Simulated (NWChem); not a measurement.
# SiN2H5OF (SMILES N[Si](N)(O)F) at HF/3-21G

What is the adiabatic ionisation energy of SiN2H5OF at HF/3-21G? 

The calculation is run with NWChem 7.3.0.

## 1. The system as given

The species is SiN2H5OF (10 atoms), meant as a singlet with charge 0. SMILES: `N[Si](N)(O)F`. Geometry: relaxed at PBE0-D4/def2-TZVP. This is one conformer, not always the lowest. The run starts from this shape.

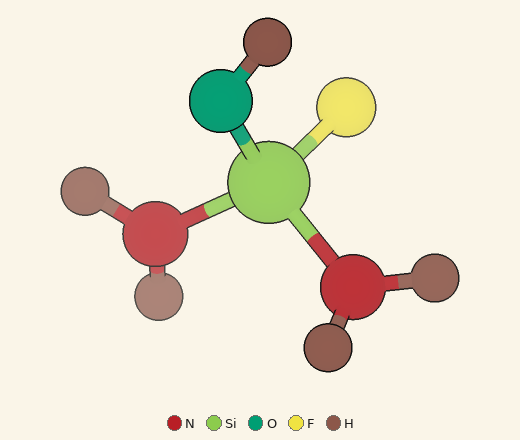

The structure, seen from a chosen angle (nitrogen red, silicon green, oxygen teal, fluorine yellow, hydrogen brown).

## 2. A structure relaxation at HF/3-21G

a.nw reads:

```
start a
memory total 2200 mb
charge 0

geometry units angstroms
 N    -0.415800    1.495400   -0.024800
 Si    0.063400   -0.096400   -0.298300
 N    -0.488700   -1.065100    0.977800
 O     1.671000    0.022600   -0.585100
 F    -0.553900   -0.827100   -1.586600
 H    -1.328300    1.723100    0.327300
 H     0.046600    2.272000   -0.464100
 H    -0.741200   -2.027100    0.831100
 H    -0.238900   -0.873700    1.932500
 H     2.068800   -0.674900   -1.106900
end

basis spherical bse
 * library 3-21G
end

scf
 thresh 1e-07
 maxiter 80
 print low
end

driver
 maxiter 60
end

freq
 temp 3 298.15 600 900
end

task scf optimize
task scf frequencies
```

Started as:

```bash
$ nwchem a.nw > a.out
```

Output:

```text
Northwest Computational Chemistry Package (NWChem) 7.3.0
             --------------------------------------------------------

           Job information
           ---------------

    nwchem branch   = 7.3.0
    use scalapack   = T
    input           = a.nw
    prefix          = a.
    data base       = ./a.db
    status          = startup
    nproc           =        1

           Memory information
           ------------------

    heap     =     72089596 doubles =      550.0 Mbytes
    stack    =     72089601 doubles =      550.0 Mbytes
    global   =    144179200 doubles =     1100.0 Mbytes (distinct from heap & stack)
    total    =    288358397 doubles =     2200.0 Mbytes
    verify   = yes
    hardfail = no

           Directory information
           ---------------------

  0 permanent = .
  0 scratch   = .

                                NWChem Input Module
                                -------------------

 Scaling coordinates for geometry "geometry" by  1.889725989
 (inverse scale =  0.529177249)

 C1  symmetry detected

          ------
          auto-z
          ------
  no constraints, skipping    0.0000000000000000
  no constraints, skipping    0.0000000000000000

                             Geometry "geometry" -> ""
                             -------------------------

 Output coordinates in angstroms (scale by  1.889725989 to convert to a.u.)

  No.       Tag          Charge          X              Y              Z
 ---- ---------------- ---------- -------------- -------------- --------------
    1 N                    7.0000    -1.03212961     1.13974864    -0.69948043
    2 Si                  14.0000     0.00121688     0.01034070     0.00400722
    3 N                    7.0000    -0.92606768    -1.21294032     0.72188756
[... 6 lines of this table left out ...]
   10 H                    1.0000     1.86143322     0.54928149     1.12617625

      Atomic Mass
      -----------

      N                 14.003070
      Si                27.976930
      O                 15.994910
      F                 18.998400
      H                  1.007825

 Effective nuclear repulsion energy (a.u.)     266.0847367973

            Nuclear Dipole moment (a.u.)
            ----------------------------
        X                 Y               Z
 ---------------- ---------------- ----------------
    -0.0000000000    -0.0000000000     0.0000000000

                                Z-matrix (autoz)
                                --------

 Units are Angstrom for bonds and degrees for angles

      Type          Name      I     J     K     L     M      Value
      ----------- --------  ----- ----- ----- ----- ----- ----------
    1 Stretch                  1     2                       1.68471
    2 Stretch                  1     6                       1.00423
    3 Stretch                  1     7                       1.00494
    4 Stretch                  2     3                       1.69459
    5 Stretch                  2     4                       1.63731
    6 Stretch                  2     5                       1.60459
    7 Stretch                  3     8                       1.00535
    8 Stretch                  3     9                       1.00523
    9 Stretch                  4    10                       0.95761
   10 Bend                     1     2     3               108.97738
   11 Bend                     1     2     4               103.83007
   12 Bend                     1     2     5               116.81958
   13 Bend                     2     1     6               121.97937
   14 Bend                     2     1     7               121.89183
   15 Bend                     2     3     8               121.26119
   16 Bend                     2     3     9               121.69426
   17 Bend                     2     4    10               116.76788
   18 Bend                     3     2     4               119.56061
   19 Bend                     3     2     5               102.64758
   20 Bend                     4     2     5               105.67545
   21 Bend                     6     1     7               113.33737
   22 Bend                     8     3     9               112.53158
   23 Torsion                  1     2     3     8         148.27998
   24 Torsion                  1     2     3     9         -57.33655
   25 Torsion                  1     2     4    10        -155.22495
   26 Torsion                  3     2     1     6         -41.29241
   27 Torsion                  3     2     1     7         158.89584
   28 Torsion                  3     2     4    10          83.13061
   29 Torsion                  4     2     1     6        -169.74991
   30 Torsion                  4     2     1     7          30.43834
   31 Torsion                  4     2     3     8         -92.66483
   32 Torsion                  4     2     3     9          61.71864
   33 Torsion                  5     2     1     6          74.38497
   34 Torsion                  5     2     1     7         -85.42678
   35 Torsion                  5     2     3     8          23.79796
   36 Torsion                  5     2     3     9         178.18144
   37 Torsion                  5     2     4    10         -31.74214

            XYZ format geometry
            -------------------
    10
 geometry
 N                    -1.03212961     1.13974864    -0.69948043
 Si                    0.00121688     0.01034070     0.00400722
 N                    -0.92606768    -1.21294032     0.72188756
[... 6 lines of this table left out ...]
 H                     1.86143322     0.54928149     1.12617625

[... 150 lines left out ...]
       Final RHF  results
[... 67 lines left out ...]
       Final RHF  results
[... 49 lines left out ...]
            Nuclear Dipole moment (a.u.)
[... 92 lines left out ...]
       Final RHF  results
[... 49 lines left out ...]
            Nuclear Dipole moment (a.u.)
[... 92 lines left out ...]
       Final RHF  results
[... 49 lines left out ...]
            Nuclear Dipole moment (a.u.)
[... 92 lines left out ...]
       Final RHF  results
[... 49 lines left out ...]
            Nuclear Dipole moment (a.u.)
[... 92 lines left out ...]
       Final RHF  results
[... 49 lines left out ...]
            Nuclear Dipole moment (a.u.)
[... 92 lines left out ...]
       Final RHF  results
[... 49 lines left out ...]
            Nuclear Dipole moment (a.u.)
[... 92 lines left out ...]
       Final RHF  results
[... 49 lines left out ...]
            Nuclear Dipole moment (a.u.)
[... 89 lines left out ...]
       Final RHF  results
[... 49 lines left out ...]
            Nuclear Dipole moment (a.u.)
[... 89 lines left out ...]
       Final RHF  results
[... 49 lines left out ...]
            Nuclear Dipole moment (a.u.)
[... 93 lines left out ...]
       Final RHF  results
[... 49 lines left out ...]
            Nuclear Dipole moment (a.u.)
[... 92 lines left out ...]
       Final RHF  results
[... 49 lines left out ...]
            Nuclear Dipole moment (a.u.)
[... 89 lines left out ...]
       Final RHF  results
[... 49 lines left out ...]
            Nuclear Dipole moment (a.u.)
[... 89 lines left out ...]
       Final RHF  results
[... 45 lines left out ...]
            Nuclear Dipole moment (a.u.)
[... 88 lines left out ...]
       Final RHF  results
[... 49 lines left out ...]
            Nuclear Dipole moment (a.u.)
[... 88 lines left out ...]
       Final RHF  results
[... 49 lines left out ...]
            Nuclear Dipole moment (a.u.)
[... 88 lines left out ...]
       Final RHF  results
[... 49 lines left out ...]
            Nuclear Dipole moment (a.u.)
[... 88 lines left out ...]
       Final RHF  results
[... 44 lines left out ...]
            Nuclear Dipole moment (a.u.)
[... 107 lines left out ...]
                Final and change from initial internal coordinates
[... 123 lines left out ...]
       Convergence  1.0D-04
[... 19 lines left out ...]
 d_dipole_x/<atom=   2,x> =     2.4920     [   11.9694]
[... 6 lines left out ...]
 d_dipole_x/<atom=   4,y> =    -0.2695     [   -1.2947]
[... 6 lines left out ...]
 d_dipole_x/<atom=   6,z> =    -0.1177     [   -0.5654]
[... 6 lines left out ...]
 d_dipole_x/<atom=   9,x> =     0.2293     [    1.1014]
[... 7 lines left out ...]
 d_dipole_y/<atom=   1,x> =     0.1510     [    0.7255]
[... 6 lines left out ...]
 d_dipole_y/<atom=   3,y> =    -0.9489     [   -4.5578]
[... 6 lines left out ...]
 d_dipole_y/<atom=   5,z> =     0.0049     [    0.0236]
[... 6 lines left out ...]
 d_dipole_y/<atom=   8,x> =     0.0095     [    0.0454]
[... 6 lines left out ...]
 d_dipole_y/<atom=  10,y> =     0.3918     [    1.8817]
[... 7 lines left out ...]
 d_dipole_z/<atom=   2,y> =    -0.1822     [   -0.8749]
[... 6 lines left out ...]
 d_dipole_z/<atom=   4,z> =    -1.0824     [   -5.1989]
[... 6 lines left out ...]
 d_dipole_z/<atom=   7,x> =    -0.0941     [   -0.4518]
[... 6 lines left out ...]
 d_dipole_z/<atom=   9,y> =     0.0270     [    0.1295]
[... 130 lines left out ...]
          MASS-WEIGHTED PROJECTED HESSIAN (Hartree/Bohr/Bohr/Kamu)
[... 11 lines left out ...]
              11           12           13           14           15           16           17           18           19           20
   ----- ----- ----- ----- -----
   11    1.07972D+01
   12    2.69039D+00  1.54934D+01
   13   -5.14166D-01 -5.89848D-01  8.66195D+00
   14   -4.02568D-01 -1.15777D+00 -5.82575D+00  7.41551D+00
[... 15 lines of this table left out ...]
   30    1.16413D+01 -2.42281D+01  6.96623D-01  2.47173D-01  3.76976D-01 -2.94560D-01  5.84431D-01  7.95815D-02 -1.35015D-01  1.18646D-01

              21           22           23           24           25           26           27           28           29           30
   ----- ----- ----- ----- -----
   21    2.67824D+01
   22    1.41041D-01  7.44992D+01
   23    3.79837D-01 -1.10716D+02  4.85516D+02
   24   -1.02280D+00 -2.91023D+01  1.15868D+00  2.86123D+01
[... 5 lines of this table left out ...]
   30    3.05454D-01  1.66250D-01 -7.32840D-03  2.24296D-01  3.97645D-01  1.79756D-01  4.53155D-01  2.06236D+02 -5.08765D+01  9.99434D+01

 center of mass
 --------------
 x =   0.11778080 y =  -0.05135179 z =  -0.09356980

 moments of inertia (a.u.)
 ------------------
         471.539960996419          -0.772737183378          -0.014275853813
          -0.772737183378         456.468547837062           5.056625484849
          -0.014275853813           5.056625484849         527.025560822616

 Rotational Constants
 --------------------
 A=   0.131998 cm-1  (  0.189911 K)
 B=   0.127657 cm-1  (  0.183666 K)
 C=   0.114148 cm-1  (  0.164230 K)

 Temperature                      =   298.15K
 frequency scaling parameter      =   1.0000

 Zero-Point correction to Energy  =   47.499 kcal/mol  (  0.075695 au)
 Thermal correction to Energy     =   51.784 kcal/mol  (  0.082523 au)
 Thermal correction to Enthalpy   =   52.376 kcal/mol  (  0.083467 au)

 Total Entropy                    =   79.280 cal/mol-K
   - Translational                =   39.579 cal/mol-K (mol. weight =  96.0155)
   - Rotational                   =   26.219 cal/mol-K (symmetry #  =        1)
   - Vibrational                  =   13.481 cal/mol-K

 Cv (constant volume heat capacity) =   24.197 cal/mol-K
   - Translational                  =    2.979 cal/mol-K
   - Rotational                     =    2.979 cal/mol-K
   - Vibrational                    =   18.238 cal/mol-K

 Temperature                      =   600.00K
 frequency scaling parameter      =   1.0000

 Zero-Point correction to Energy  =   47.499 kcal/mol  (  0.075695 au)
 Thermal correction to Energy     =   60.900 kcal/mol  (  0.097051 au)
 Thermal correction to Enthalpy   =   62.092 kcal/mol  (  0.098950 au)

 Total Entropy                    =  101.365 cal/mol-K
   - Translational                =   43.052 cal/mol-K (mol. weight =  96.0155)
   - Rotational                   =   28.303 cal/mol-K (symmetry #  =        1)
   - Vibrational                  =   30.010 cal/mol-K

 Cv (constant volume heat capacity) =   34.654 cal/mol-K
   - Translational                  =    2.979 cal/mol-K
   - Rotational                     =    2.979 cal/mol-K
   - Vibrational                    =   28.695 cal/mol-K

 Temperature                      =   900.00K
 frequency scaling parameter      =   1.0000

 Zero-Point correction to Energy  =   47.499 kcal/mol  (  0.075695 au)
 Thermal correction to Energy     =   72.096 kcal/mol  (  0.114893 au)
 Thermal correction to Enthalpy   =   73.884 kcal/mol  (  0.117741 au)

 Total Entropy                    =  117.235 cal/mol-K
   - Translational                =   45.065 cal/mol-K (mol. weight =  96.0155)
   - Rotational                   =   29.511 cal/mol-K (symmetry #  =        1)
   - Vibrational                  =   42.659 cal/mol-K

 Cv (constant volume heat capacity) =   39.547 cal/mol-K
   - Translational                  =    2.979 cal/mol-K
   - Rotational                     =    2.979 cal/mol-K
   - Vibrational                    =   33.588 cal/mol-K

          -------------------------------------------------
          NORMAL MODE EIGENVECTORS IN CARTESIAN COORDINATES
          -------------------------------------------------
             (Projected Frequencies expressed in cm-1)

                    1           2           3           4           5           6

 P.Frequency       -0.00       -0.00       -0.00       -0.00        0.00        0.00

           1     0.01386    -0.04395     0.00620    -0.13055    -0.06065     0.01928
[... 28 lines of this table left out ...]
          30     0.17903    -0.04170     0.05842    -0.01595    -0.05447     0.00483

                    7           8           9          10          11          12

 P.Frequency      166.32      219.62      237.34      275.14      357.80      381.06

           1     0.05324     0.01010     0.05418     0.04551    -0.03432    -0.04328
[... 28 lines of this table left out ...]
          30     0.52582    -0.38108    -0.30461    -0.33872     0.01974     0.09546

                   13          14          15          16          17          18

 P.Frequency      404.20      413.35      651.80      665.92      742.97      829.16

           1     0.07400     0.00360    -0.00668     0.06553    -0.00496    -0.07102
[... 28 lines of this table left out ...]
          30     0.09946     0.09346    -0.10716     0.05827    -0.26377     0.12967

                   19          20          21          22          23          24

 P.Frequency      906.65      932.53     1029.66     1093.76     1116.09     1767.06

           1    -0.06730    -0.06972     0.02056    -0.03723     0.06607     0.04988
[... 28 lines of this table left out ...]
          30     0.08034     0.08855     0.04397     0.03476     0.14745     0.00355

                   25          26          27          28          29          30

 P.Frequency     1774.51     3758.56     3767.71     3859.61     3870.99     4020.20

           1     0.01939    -0.00244     0.03135     0.00115     0.05334    -0.00003
[... 28 lines of this table left out ...]
          30     0.00264    -0.00146    -0.00043     0.00033     0.00224     0.39237

 ----------------------------------------------------------------------------
 Normal Eigenvalue ||    Projected Derivative Dipole Moments (debye/angs)
  Mode   [cm**-1]  ||      [d/dqX]             [d/dqY]           [d/dqZ]
 ------ ---------- || ------------------ ------------------ -----------------
    1       -0.000 ||      -0.064              -0.070            -0.085
    2       -0.000 ||       0.003               0.050             0.018
    3       -0.000 ||      -0.080               0.086            -0.052
[... 26 lines of this table left out ...]
   30     4020.197 ||       1.377              -0.059             0.684
 ----------------------------------------------------------------------------

 ----------------------------------------------------------------------------
 Normal Eigenvalue ||           Projected Infra Red Intensities
  Mode   [cm**-1]  || [atomic units] [(debye/angs)**2] [(KM/mol)] [arbitrary]
 ------ ---------- || -------------- ----------------- ---------- -----------
    1       -0.000 ||    0.000705           0.016         0.687       0.073
    2       -0.000 ||    0.000124           0.003         0.121       0.013
    3       -0.000 ||    0.000710           0.016         0.692       0.073
[... 26 lines of this table left out ...]
   30     4020.197 ||    0.102603           2.367       100.023      10.611
 ----------------------------------------------------------------------------

 vib:animation  F

 Task  times  cpu:        8.4s     wall:        8.4s
 Total times  cpu:       74.2s     wall:       74.2s
```

It took 75 s on 1 thread of Intel Xeon Platinum 8488C (Sapphire Rapids), shared host; peak memory 0.11 GiB.

Steps, from the record of the run:

```csv
step,energy from the first frame kept (eV)
0,0.0000
1,-0.1081
2,-0.1317
3,-0.1523
4,-0.1609
5,-0.1636
6,-0.1656
7,-0.1659
8,-0.1661
9,-0.1664
10,-0.1670
11,-0.1673
12,-0.1674
13,-0.1675
14,-0.1675
15,-0.1675
16,-0.1675
17,-0.1675
```

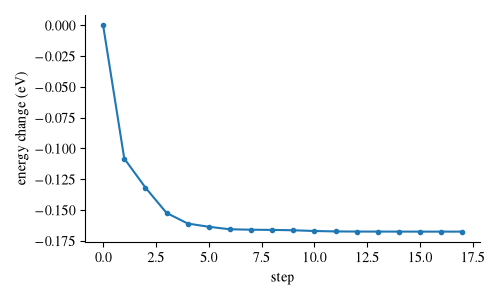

Energy along the run.

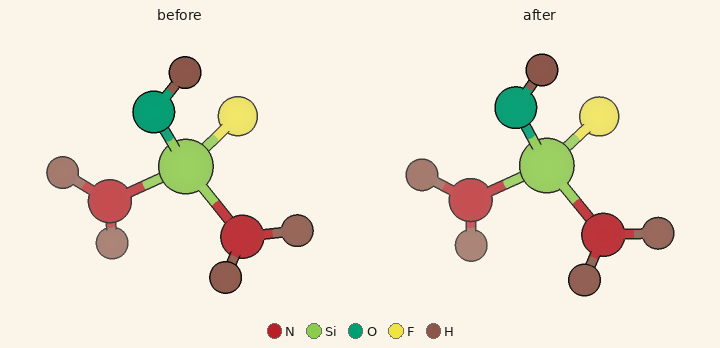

Before and after, at one scale.

After the run. Bond lengths: N1–Si2 1.702 Å, Si2–N3 1.711 Å, Si2–O4 1.649 Å, Si2–F5 1.624 Å, N1–H6 0.998 Å, N1–H7 0.999 Å, N3–H8 0.999 Å, N3–H9 0.999 Å, O4–H10 0.957 Å. Some angles: N1–Si2–N3 110.9°, N1–Si2–O4 105.5°, N1–Si2–F5 114.5°, N3–Si2–O4 117.6°, N3–Si2–F5 103.7°, O4–Si2–F5 105.0°, Si2–N1–H6 123.3°, Si2–N1–H7 122.3°, Si2–N3–H8 123.5°, Si2–N3–H9 122.7°.

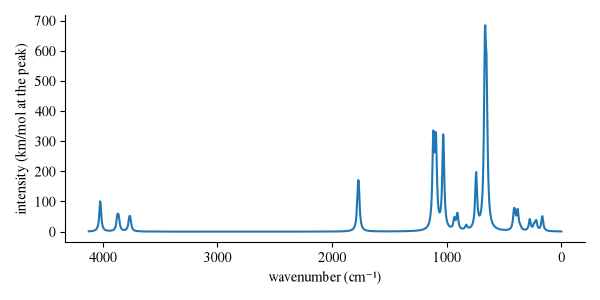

Harmonic infrared spectrum, unscaled, lines broadened by 10 cm⁻¹.

[end of part 1 of 2]
